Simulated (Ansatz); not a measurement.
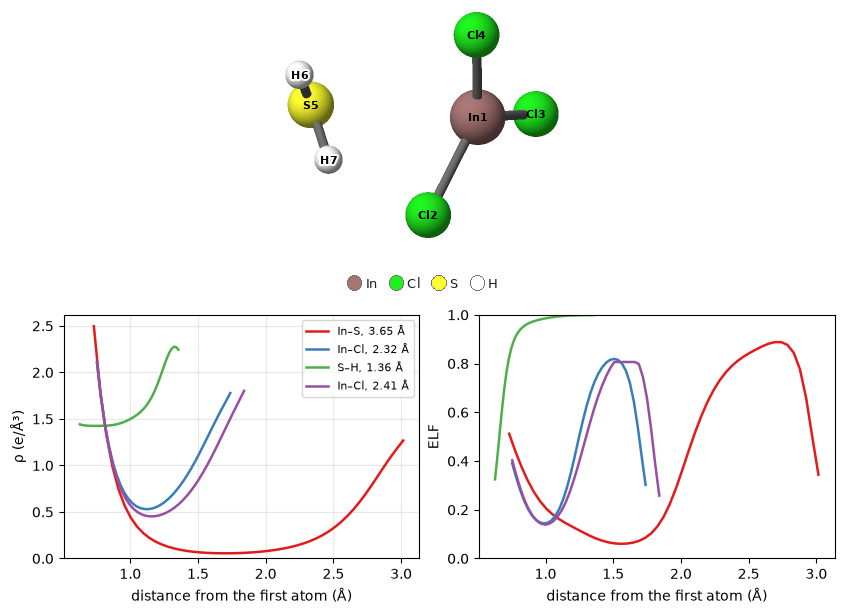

The picture shows: Cl3In···H2S. Electron density and electron localisation function along straight lines between neighbouring atoms. The curves leave out the atomic cores. The structure is drawn too.

Core potentials replace the inner electrons of In; not at a stationary point (largest force 1.0 eV/Å).

These are results of Ansatz 0.2.0, RKS PBE0-D4/def2-SVP, not measurements.

```yaml
atoms:
  - { symbol: In, position_ang: [0.1072, 0.2456, -0.1158] }
  - { symbol: Cl, position_ang: [0.0000, 0.2412, 2.2949] }
  - { symbol: Cl, position_ang: [2.1256, 0.7451, -1.1409] }
  - { symbol: Cl, position_ang: [-1.8884, 0.0475, -1.2864] }
  - { symbol: S, position_ang: [0.2332, -3.2444, 0.9626] }
  - { symbol: H, position_ang: [-1.1048, -3.3459, 0.7708] }
  - { symbol: H, position_ang: [0.0700, -2.3098, 1.9674] }
```

What can be read from the curves?

In1···S5 (3.65 Å): the density falls to about 0.06 e/Å³ on the way; the ELF dips to about 0.05 between them.
In–Cl (2.32 Å): ρ at the midpoint is about 0.54 e/Å³; the ELF peaks at about 0.80 in the valence shell of Cl, 0.8 Å from its nucleus, and drops to about 0.15 between the two atoms.
S–H (1.36 Å): ρ is about 1.4 e/Å³ halfway; the ELF climbs to about 1 towards the hydrogen, as it does in any bond to H.
In–Cl (2.41 Å): ρ at the midpoint is about 0.46 e/Å³; the ELF peaks at about 0.80 in the valence shell of Cl, 0.9 Å from its nucleus, and drops to about 0.15 between the two atoms.
